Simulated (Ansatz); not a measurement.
```xyz
9

Si   -0.5102    0.3676    0.0544
F     1.8781   -1.4913   -0.0758
N     0.6861    0.5152   -0.9817
H     1.5736   -0.6831   -0.5732
O    -1.8305    1.2665    0.2420
O    -0.4752   -0.8373    1.1127
H     0.7909    1.2175   -1.6933
H    -2.4485    1.0158    0.9341
H     0.3357   -1.3709    0.9808
```

The product side of a reaction path; geometry: PBE0-D4/def2-TZVP.

These are results of Ansatz 0.2.0, RKS PBE0-D4/def2-TZVPP, not measurements.

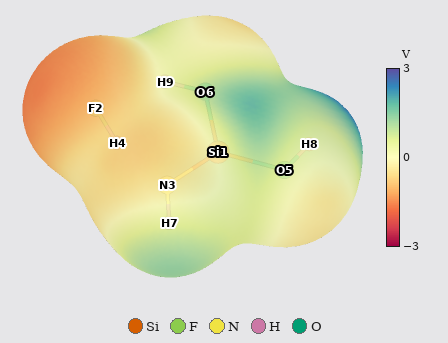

H3NO2Si···HF. The molecular electrostatic potential painted on the density surface at 0.001 e/bohr³, seen at a tilt; red is negative and blue positive.

### Which sites attract a positive test charge, and which a negative one?

A positive charge is drawn to the negative regions and a negative charge to the positive ones. The most negative region (about −1.6 V, or −37 kcal/mol for a unit charge) lies over F2, the most positive (about +2.8 V, or +65 kcal/mol for a unit charge) over H8.
